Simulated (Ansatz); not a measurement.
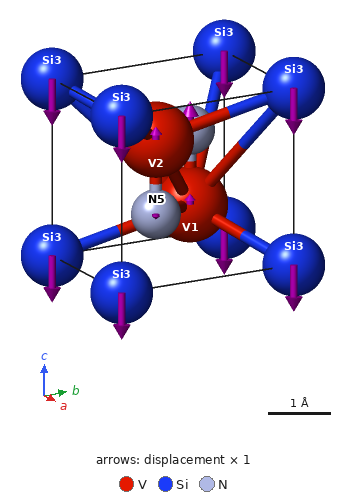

A relaxation of solid V2SiN2 (a generated structure, set up in P-3m1) (coarse preliminary run). The starting structure is drawn; purple arrows show the displacements (the part carried along by the change of the cell is left out), at their true length.

Style: ball-and-stick. Shown: the cell of the calculation, slightly off an axis.

Theory: DFT PBE, scalar-relativistic, plane waves, PAW (Ansatz 0.2.0). (plane-wave cutoff 420 eV; k-point mesh 6 × 6 × 6; occupations gaussian; smearing width 0.1 eV; collinear spin; cell and atoms relaxed; force threshold 0.04 eV/Å; at most 70 steps)

Question: What happened in the run?

Answer: After 24 accepted moves (26 points after the start) the energy has fallen by 4939 meV per atom. The largest force component goes from 37 to 0.0012 eV/Å. The pressure goes from 261.74 to 0.03 GPa. At 2 points the geometry stayed and the basis and grid were re-selected for the new cell (energy shift of 104 meV per atom at most each time). The largest move relative to the cell is that of the Si atom, 0.77 Å along −c. Largest moves by element: Si 0.77 Å, N 0.47 Å, V 0.21 Å. The drawn cell changes as follows: a = b 4.032 → 4.100 Å (+1.7 %), c 2.899 → 3.851 Å (+32.8 %); the volume changes by +37.4 %. Some distances before and after: V–V 2.899 → 3.851 Å, Si–Si 2.899 → 3.851 Å, N–V 1.222 → 1.925 Å, Si–V 2.443 → 3.053 Å. Among the angles between lasting bonds that change: V–N–V 85.3° → 90.0°, V–N–V 94.7° → 90.0°. The space group (tolerance 0.01 Å) goes from P-3m1 (No. 164) to P-6m2 (No. 187). The program noted that the starting moments weren't kept. The run may lie on a higher electronic state than the lowest, so the end point isn't shown to be the ground-state structure.
